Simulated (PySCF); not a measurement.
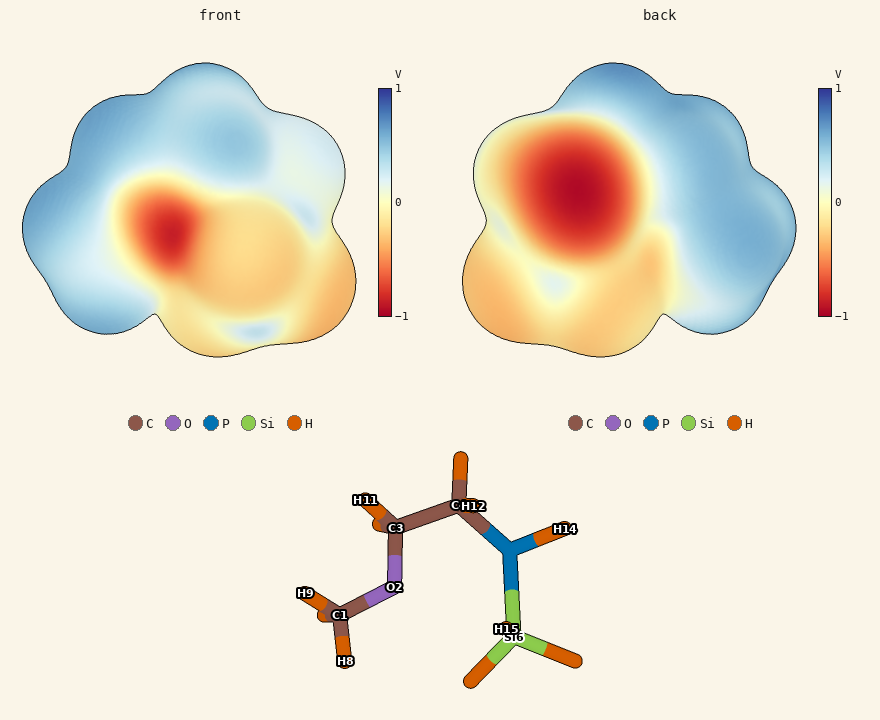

Figure. C3H11OPSi. The molecular electrostatic potential painted on the density surface at 0.001 e/bohr³, seen from the front and from behind; red is negative and blue positive. The bare structure is drawn below in the same view.

Geometry: PBE0-D3(BJ)/def2-SVP.

All numbers below come from CAM-B3LYP/def2-SVPD, SCF density, gas phase in PySCF.

Input file:

```
{"job": {"kind": "uv", "xc": "CAM-B3LYP", "basis": "def2-SVPD", "ip": true, "dynamic": true}, "charge": 0, "multiplicity": 1}
C     -1.440979     1.535636     0.947086
O     -0.731858     0.622835     0.167166
C     -1.150756    -0.705444     0.302851
C     -0.218347    -1.576658    -0.507308
P      1.544021    -1.416555     0.119738
Si     2.074200     0.657924    -0.622541
H     -1.373593     1.293843     2.025357
H     -1.003554     2.529800     0.782095
H     -2.511817     1.568630     0.667188
H     -1.132519    -1.009322     1.370613
H     -2.195552    -0.822779    -0.051555
H     -0.296722    -1.316456    -1.574079
H     -0.513414    -2.631727    -0.392631
H      2.183453    -2.071502    -0.976411
H      1.353725     1.052343    -1.871553
H      3.542626     0.617535    -0.927382
H      1.871915     1.687260     0.437335
```

Run with:

```sh
OMP_NUM_THREADS=1 python probes_run.py task.json out
```

Where is the surface potential most negative and most positive?

The most negative region (about −0.9 V) lies over P5, the most positive (about +0.7 V) over H13.

How polar is the molecule by this calculation?

Its dipole moment is 2.43 D.
